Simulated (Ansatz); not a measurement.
Nudged elastic band of C₂H₂ClSi (charge +1)

The run: nudged elastic band of C₂H₂ClSi, charge +1. Method and program: RKS B3LYP-D4/def2-SVP (Ansatz 0.2.0).

It belongs to a series of runs on one base structure; here: band between the two ends. Figures and captions count atoms from 1; the log counts them from 0 in places.

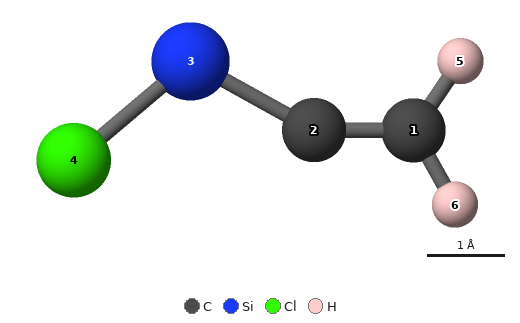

**Figure 1.** The structure as given in the input (ball-and-stick view, seen on its broad side; atoms are numbered from 1 in the order of the input).

The input:
```yaml
crystal:
  periodic: [false, false, false]
  atoms:
    - { symbol: C, position_ang: [-0.237059, 1.229082, -0.033926] }
    - { symbol: C, position_ang: [0.034788, -0.042243, -0.06856] }
    - { symbol: Si, position_ang: [0.065852, -1.699691, 0.72701] }
    - { symbol: Cl, position_ang: [0.831095, -3.080337, -0.530458] }
    - { symbol: H, position_ang: [-0.676962, 1.750021, 0.833763] }
    - { symbol: H, position_ang: [-0.017713, 1.843158, -0.927828] }
total_charge: 1
basis:
  gaussian: { orbitals: def2-SVP }
hamiltonian:
  xc: b3lyp
  dispersion: d4
neb:
  order_check: false
  images: 5
  f_tol: 0.03
  max_iterations: 60
  final_atoms:
    - { symbol: C, position_ang: [-0.27182362, 1.22088169, 0.06183875] }
    - { symbol: C, position_ang: [-0.01781144, -0.05452634, 0.07475285] }
    - { symbol: Si, position_ang: [0.61264466, -1.56769007, -0.75995788] }
    - { symbol: Cl, position_ang: [0.46721448, -3.16915332, 0.45928543] }
    - { symbol: H, position_ang: [-0.71477124, 1.68691246, 0.96266976] }
    - { symbol: H, position_ang: [-0.07545183, 1.88356558, -0.7985879] }
  initial_path:
    images:
      - { positions_ang: [[-0.237059, 1.229082, -0.033926], [0.034788, -0.042243, -0.06856], [0.065852, -1.699691, 0.72701], [0.831095, -3.080337, -0.530458], [-0.676962, 1.750021, 0.833763], [-0.017713, 1.843158, -0.927828]] }
      - { positions_ang: [[-0.23906768, 1.24387809, -0.02092718], [-0.0056716, -0.01133231, -0.19958025], [0.05317594, -1.68752156, 0.44798561], [0.86031331, -3.15986419, -0.26829997], [-0.56862519, 1.69452141, 0.90135147], [-0.10012378, 1.92030856, -0.86052868]] }
      - { positions_ang: [[-0.24107635, 1.25867418, -0.00792837], [-0.0461312, 0.01957838, -0.3306005], [0.04049987, -1.67535213, 0.16896122], [0.88953163, -3.23939139, -0.00614193], [-0.46028838, 1.63902182, 0.96893994], [-0.18253457, 1.99745913, -0.79322936]] }
      - { positions_ang: [[-0.24308503, 1.27347027, 0.00507045], [-0.08659081, 0.05048907, -0.46162076], [0.02782381, -1.66318269, -0.11006317], [0.91874994, -3.31891858, 0.2560161], [-0.35195157, 1.58352224, 1.03652842], [-0.26494535, 2.07460969, -0.72593004]] }
      - { positions_ang: [[-0.25266456, 1.25594075, 0.02399321], [-0.06366435, 0.01548394, -0.28282956], [0.22276409, -1.63135182, -0.32669474], [0.76823812, -3.26899683, 0.32377255], [-0.47289146, 1.61798565, 1.01190886], [-0.20178084, 2.01092832, -0.75014933]] }
      - { positions_ang: [[-0.26224409, 1.23841122, 0.04291598], [-0.0407379, -0.0195212, -0.10403835], [0.41770438, -1.59952095, -0.54332631], [0.6177263, -3.21907508, 0.39152899], [-0.59383135, 1.65244905, 0.98728931], [-0.13861634, 1.94724695, -0.77436862]] }
      - { positions_ang: [[-0.27182362, 1.22088169, 0.06183875], [-0.01781144, -0.05452634, 0.07475285], [0.61264466, -1.56769007, -0.75995788], [0.46721448, -3.16915332, 0.45928543], [-0.71477124, 1.68691246, 0.96266976], [-0.07545183, 1.88356558, -0.7985879]] }
```

Run on 1 thread of Arm Neoverse V1, 24 GiB of memory available, shared host.

Run as:
```bash
ansatz run input.yaml --threads 1 --pin off --max-ram 2048MiB --backend cpu --events-out ev --progress --plain --runs-dir out
```

What the program printed:
```
Engine: ansatz 0.2.0, aarch64-unknown-linux-gnu
Functional definition: B3LYP
  parameter a0 = 0.2
  parameter ax = 0.72
  parameter ac = 0.81
  exchange = (1 - a0 - ax)*slater_x + ax*b88_x + a0*exact_x
  correlation = (1 - ac)*vwn_rpa_c + ac*lyp_c
785 factors; integrals over basis functions are off by at most 4.1e-4 eV
mean field evaluation 1: about -22469.4596 eV, gradient 7.4e1 eV
mean field evaluation 2: about -22291.3377 eV, gradient 1.8e2 eV
mean field evaluation 4: about -22487.5714 eV, gradient 2.5e1 eV
mean field evaluation 8: about -22489.5513 eV, gradient 3.2e-1 eV
mean field evaluation 16: about -22489.5638 eV, gradient 1.3e-4 eV
mean field -22489.56375864 eV, -826.4762241562 hartree, gradient 6.7e-6 eV, S^2 0.000000; 0 other end points of the search recorded, 0 dependent functions left out
the calculation of the forces begins
reference -22489.56397067 eV, -826.4762319481 hartree; 22, 22 occupied and 52, 52 virtual orbitals, 785 factors
785 factors; integrals over basis functions are off by at most 5.1e-4 eV
mean field evaluation 32: about -22489.5637 eV, gradient 1.2e-3 eV
mean field -22489.56365696 eV, -826.4762204197 hartree, gradient 6.6e-6 eV, S^2 0.000000; 0 other end points of the search recorded, 0 dependent functions left out
[... from here on the field's lines of each further geometry are left out, up to the last ...]
NEB iter   1: max|band force component| = 7.874e0 eV/Å  barrier→ = 1.4726 eV  barrier← = 1.4725 eV  Δτ_max = 0.1882 Å  (209 SCF iters)
NEB iter   2: max|band force component| = 2.585e0 eV/Å  barrier→ = 1.2568 eV  barrier← = 1.2567 eV  Δτ_max = 0.1964 Å  (164 SCF iters)
NEB iter   3: max|band force component| = 1.903e0 eV/Å  barrier→ = 0.9763 eV  barrier← = 0.9762 eV  Δτ_max = 0.0794 Å  (158 SCF iters)
NEB iter   4: max|band force component| = 7.915e-1 eV/Å  barrier→ = 0.8971 eV  barrier← = 0.8971 eV  Δτ_max = 0.0694 Å  (161 SCF iters)
NEB iter   5: max|band force component| = 5.329e-1 eV/Å  barrier→ = 0.8957 eV  barrier← = 0.8956 eV  Δτ_max = 0.1983 Å  (159 SCF iters)
NEB iter   6: max|band force component| = 1.873e0 eV/Å  barrier→ = 0.9429 eV  barrier← = 0.9428 eV  Δτ_max = 0.0915 Å  (158 SCF iters)
NEB iter   7: max|band force component| = 6.812e-1 eV/Å  barrier→ = 0.9739 eV  barrier← = 0.9739 eV  Δτ_max = 0.1020 Å  (159 SCF iters)
NEB iter   8: max|band force component| = 3.052e0 eV/Å  barrier→ = 1.1334 eV  barrier← = 1.1333 eV  Δτ_max = 0.0379 Å  (160 SCF iters)
NEB iter   9: max|band force component| = 1.534e0 eV/Å  barrier→ = 1.0618 eV  barrier← = 1.0617 eV  Δτ_max = 0.0997 Å  (160 SCF iters)
NEB iter  10: max|band force component| = 2.944e-1 eV/Å  barrier→ = 0.9596 eV  barrier← = 0.9596 eV  CI = image 3  Δτ_max = 0.0432 Å  (162 SCF iters)
NEB iter  11: max|band force component| = 2.733e-1 eV/Å  barrier→ = 0.9560 eV  barrier← = 0.9559 eV  CI = image 3  Δτ_max = 0.0400 Å  (159 SCF iters)
NEB iter  12: max|band force component| = 2.247e-1 eV/Å  barrier→ = 0.9610 eV  barrier← = 0.9609 eV  CI = image 3  Δτ_max = 0.0650 Å  (162 SCF iters)
NEB iter  13: max|band force component| = 7.651e-1 eV/Å  barrier→ = 0.9847 eV  barrier← = 0.9847 eV  CI = image 3  Δτ_max = 0.0331 Å  (154 SCF iters)
NEB iter  14: max|band force component| = 5.148e-1 eV/Å  barrier→ = 0.9656 eV  barrier← = 0.9656 eV  CI = image 3  Δτ_max = 0.0181 Å  (152 SCF iters)
NEB iter  15: max|band force component| = 2.219e-1 eV/Å  barrier→ = 0.9582 eV  barrier← = 0.9581 eV  CI = image 3  Δτ_max = 0.0068 Å  (147 SCF iters)
NEB iter  16: max|band force component| = 6.790e-2 eV/Å  barrier→ = 0.9567 eV  barrier← = 0.9566 eV  CI = image 3  Δτ_max = 0.0110 Å  (132 SCF iters)
NEB iter  17: max|band force component| = 4.274e-2 eV/Å  barrier→ = 0.9559 eV  barrier← = 0.9558 eV  CI = image 3  Δτ_max = 0.0076 Å  (136 SCF iters)
NEB iter  18: max|band force component| = 4.065e-2 eV/Å  barrier→ = 0.9557 eV  barrier← = 0.9556 eV  CI = image 3  Δτ_max = 0.0055 Å  (132 SCF iters)
NEB iter  19: max|band force component| = 3.912e-2 eV/Å  barrier→ = 0.9555 eV  barrier← = 0.9554 eV  CI = image 3  Δτ_max = 0.0125 Å  (125 SCF iters)
NEB iter  20: max|band force component| = 2.198e-2 eV/Å  barrier→ = 0.9553 eV  barrier← = 0.9552 eV  CI = image 3  Δτ_max = 0.0328 Å  (147 SCF iters)
NEB iter  21: max|band force component| = 4.823e-1 eV/Å  barrier→ = 0.9655 eV  barrier← = 0.9654 eV  CI = image 3  Δτ_max = 0.0165 Å  (32 SCF iters)
NEB iter  22: max|band force component| = 2.359e-1 eV/Å  barrier→ = 0.9575 eV  barrier← = 0.9575 eV  CI = image 3  Δτ_max = 0.0163 Å  (155 SCF iters)
NEB iter  23: max|band force component| = 5.605e-2 eV/Å  barrier→ = 0.9551 eV  barrier← = 0.9550 eV  CI = image 3  Δτ_max = 0.0047 Å  (155 SCF iters)
NEB iter  24: max|band force component| = 3.981e-2 eV/Å  barrier→ = 0.9552 eV  barrier← = 0.9551 eV  CI = image 3  Δτ_max = 0.0051 Å  (124 SCF iters)
the calculation of the forces begins
reference -22489.50699367 eV, -826.4741380819 hartree; 22, 22 occupied and 52, 52 virtual orbitals, 785 factors
785 factors; integrals over basis functions are off by at most 5.0e-4 eV
mean field evaluation 992: about -22488.6161 eV, gradient 3.5e-5 eV
mean field -22488.61610700 eV, -826.4413986007 hartree, gradient 1.3e-5 eV, S^2 0.000000; 1 other end points of the search recorded, 0 dependent functions left out
the calculation of the forces begins
reference -22488.61632703 eV, -826.4414066868 hartree; 22, 22 occupied and 52, 52 virtual orbitals, 785 factors
NEB iter  25: max|band force component| = 1.674e-2 eV/Å  barrier→ = 0.9552 eV  barrier← = 0.9552 eV  CI = image 3  Δτ_max = 0.0000 Å  (269 SCF iters)
```

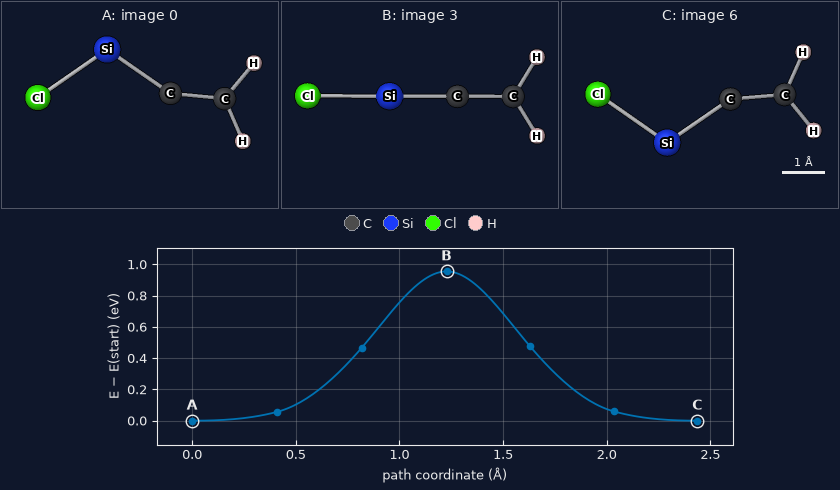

**Figure 2.** Images of the last band (counted from 0; ball-and-stick, seen on its broad side) above the energy along the path; the line is a cubic interpolation that uses the forces. The highest image is number 3, 0.955 eV above the start and 0.955 eV above the end (the climbing image); start and end have the same energy. The path is 2.44 Å long. The band converged in 25 iterations.

```
Total energy: -22488.81567341 eV, -826.4487325310 hartree
Atom 0 at    -0.280088     1.313927     0.015017 Å, force     0.007783     0.001209    -0.009330 eV/Å
Atom 1 at     0.003775     0.011607    -0.001436 Å, force    -0.011244     0.000008     0.008475 eV/Å
Atom 2 at     0.338857    -1.577397    -0.019518 Å, force     0.002176     0.000004     0.000487 eV/Å
Atom 3 at     0.741536    -3.498634    -0.037901 Å, force     0.001402     0.000739    -0.001758 eV/Å
Atom 4 at    -0.573053     1.826724     0.943772 Å, force     0.000416    -0.002428     0.000314 eV/Å
Atom 5 at    -0.231027     1.923763    -0.899934 Å, force    -0.000532     0.000469     0.001811 eV/Å
Dipole moment:    -0.096461     0.447743     0.004868 e Å
this run last wrote the band of iteration 25 to [file]; this run last wrote the band within `neb.f_tol` of iteration 20 to [file]
```

The last band as extended XYZ (Å, eV, eV/Å):
```
6
Properties=species:S:1:pos:R:3:forces:R:3 image=0 energy=-22489.77069
C    -0.2371    1.2291   -0.0339   -0.0033  -0.0009   0.0101
C     0.0348   -0.0422   -0.0686    0.0031   0.0044  -0.0102
Si    0.0659   -1.6997    0.7270   -0.0023   0.0006   0.0054
Cl    0.8311   -3.0803   -0.5305    0.0004   0.0004  -0.0013
H    -0.6770    1.7500    0.8338    0.0000  -0.0022   0.0008
H    -0.0177    1.8432   -0.9278    0.0021  -0.0022  -0.0048
6
Properties=species:S:1:pos:R:3:forces:R:3 image=1 energy=-22489.71444
C    -0.2473    1.2559   -0.0319    0.0260  -0.0390  -0.0512
C     0.0800    0.0006   -0.2190    0.0127  -0.0265  -0.0233
Si    0.1335   -1.6240    0.5702   -0.0997  -0.0279   0.2922
Cl    0.7970   -3.2788   -0.3476    0.0232   0.1705  -0.1599
H    -0.6668    1.6821    0.8955    0.0264  -0.0670  -0.0303
H    -0.0964    1.9643   -0.8673    0.0114  -0.0100  -0.0274
6
Properties=species:S:1:pos:R:3:forces:R:3 image=2 energy=-22489.30371
C    -0.2748    1.2941    0.0100    0.0260  -0.0846  -0.0388
C     0.0514    0.0280   -0.1970    0.2025   0.0842  -0.8079
Si    0.2588   -1.5923    0.2892   -0.3409  -0.0751   1.2940
Cl    0.7712   -3.4532   -0.1742    0.1019   0.1793  -0.5021
H    -0.6314    1.7654    0.9398    0.0357  -0.1743   0.0171
H    -0.1752    1.9579   -0.8679   -0.0252   0.0705   0.0377
6
Properties=species:S:1:pos:R:3:forces:R:3 image=3 energy=-22488.81545
C    -0.2801    1.3139    0.0150    0.0078   0.0012  -0.0093
C     0.0038    0.0116   -0.0014   -0.0112   0.0000   0.0085
Si    0.3389   -1.5774   -0.0195    0.0022   0.0000   0.0005
Cl    0.7415   -3.4986   -0.0379    0.0014   0.0007  -0.0018
H    -0.5731    1.8267    0.9438    0.0004  -0.0024   0.0003
H    -0.2310    1.9238   -0.8999   -0.0005   0.0005   0.0018
6
Properties=species:S:1:pos:R:3:forces:R:3 image=4 energy=-22489.29567
C    -0.2736    1.2951    0.0168    0.0040  -0.0796   0.0369
C    -0.0443    0.0037    0.1947   -0.1917  -0.0483   0.8250
Si    0.4053   -1.5560   -0.3222    0.2940   0.1050  -1.3083
Cl    0.6961   -3.4734    0.1011   -0.1466   0.1184   0.5104
H    -0.6075    1.8432    0.9166   -0.0053   0.0773  -0.0401
H    -0.1759    1.8874   -0.9069    0.0456  -0.1727  -0.0239
6
Properties=species:S:1:pos:R:3:forces:R:3 image=5 energy=-22489.71077
C    -0.2751    1.2504    0.0588   -0.0053  -0.0474   0.0478
C    -0.0576   -0.0318    0.2236   -0.0023  -0.0433   0.0359
Si    0.4990   -1.5351   -0.6083    0.0866   0.0252  -0.3158
Cl    0.6027   -3.3318    0.2761   -0.0821   0.1561   0.1734
H    -0.6512    1.8284    0.9231   -0.0060  -0.0122   0.0270
H    -0.1178    1.8198   -0.8733    0.0090  -0.0785   0.0316
6
Properties=species:S:1:pos:R:3:forces:R:3 image=6 energy=-22489.77062
C    -0.2718    1.2209    0.0618   -0.0086   0.0135  -0.0004
C    -0.0178   -0.0545    0.0748    0.0073  -0.0061  -0.0091
Si    0.6126   -1.5677   -0.7600   -0.0052   0.0014   0.0105
Cl    0.4672   -3.1692    0.4593    0.0009  -0.0018  -0.0007
H    -0.7148    1.6869    0.9627    0.0059  -0.0102  -0.0061
H    -0.0755    1.8836   -0.7986   -0.0004   0.0032   0.0058
```

Key numbers:

```csv
quantity,value
outcome,converged
"barrier, forward",0.955 eV
"barrier, backward",0.955 eV
wall time,4.5 min
peak memory,0.14 GiB
```

Notes:

The order of the saddle point was not checked.
